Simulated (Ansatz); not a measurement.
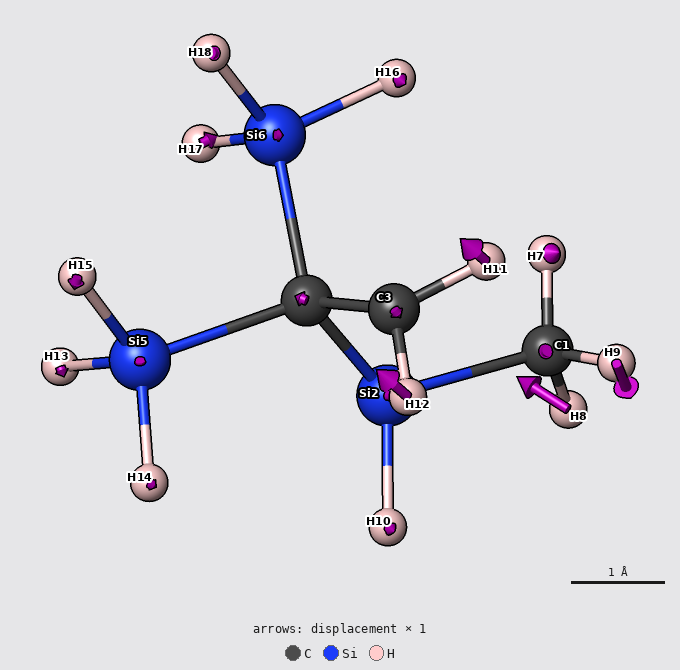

This is a relaxation of C$_{3}$H$_{12}$Si$_{3}$. The starting structure is drawn; purple arrows show the displacements, at their true length. The two geometries are superimposed by the best rigid fit.

A ball-and-stick model, seen at a tilt.

The run prepares the start of a later molecular dynamics calculation, from a guessed geometry.

Method: Ansatz 0.2.0, RKS B3LYP/STO-3G.

Input
```yaml
crystal:
  periodic: [false, false, false]
  atoms:
    - { symbol: C, position_ang: [2.1167, 0.6718, 1.377] }
    - { symbol: Si, position_ang: [0.9676, 0.8346, -0.1318] }
    - { symbol: C, position_ang: [0.4852, -1.3795, -0.4986] }
    - { symbol: C, position_ang: [-0.3363, -0.2245, -0.3523] }
    - { symbol: Si, position_ang: [-1.4558, 0.1868, -1.9076] }
    - { symbol: Si, position_ang: [-1.6328, -0.2609, 1.1044] }
    - { symbol: H, position_ang: [1.5196, 0.5334, 2.2804] }
    - { symbol: H, position_ang: [2.6643, 1.6646, 1.5015] }
    - { symbol: H, position_ang: [2.8003, -0.0759, 1.2977] }
    - { symbol: H, position_ang: [1.7775, 1.1111, -1.3214] }
    - { symbol: H, position_ang: [1.0122, -1.7807, 0.4146] }
    - { symbol: H, position_ang: [1.1444, -1.4872, -1.3651] }
    - { symbol: H, position_ang: [-2.1157, 1.5636, -1.7362] }
    - { symbol: H, position_ang: [-0.6206, 0.2382, -3.0789] }
    - { symbol: H, position_ang: [-2.5277, -0.8284, -2.0939] }
    - { symbol: H, position_ang: [-0.8993, -0.5777, 2.3734] }
    - { symbol: H, position_ang: [-2.2315, 1.092, 1.2865] }
    - { symbol: H, position_ang: [-2.7055, -1.27, 0.9021] }
basis:
  gaussian: { orbitals: STO-3G }
hamiltonian:
  xc: b3lyp
relax:
  f_tol: 0.02
  max_steps: 40
scf:
  lower_state_search: "off"
output:
  orbitals: {}
```

Command:
```bash
ansatz run input.yaml --threads 1 --pin off --max-ram 2048MiB --backend cpu --events-out ev --progress --plain --runs-dir out
```

### Describe the change and its energy.

The largest move after the best rigid fit is that of H9, 0.75 Å. By element the largest moves are H 0.75 Å, Si 0.58 Å, C 0.16 Å. Among the contacts that change: Si2–C3 2.296 → 1.834 Å, C3–C4 1.425 → 1.592 Å, Si2–C4 1.694 → 1.852 Å, Si5–H13 1.536 → 1.446 Å. New bonds form, among them: Si2–C3 (2.30 → 1.83 Å). Bond angles that change, for instance: Si2–C4–C3 94.4° → 63.8°, Si5–C4–Si6 102.5° → 114.2°, Si2–C4–Si6 115.2° → 120.3°. Over 15 accepted moves (18 points after the start) the energy falls by 3.368 eV. Largest force component: 9.4 eV/Å at the start, 0.0033 eV/Å at the end. The line search rejected the trial steps at points 11, 12, 14 of the run. The forces were under the threshold at step 13, but the run went on from there.

Limits of the set-up: STO-3G is a minimal basis, so the numbers are rough.
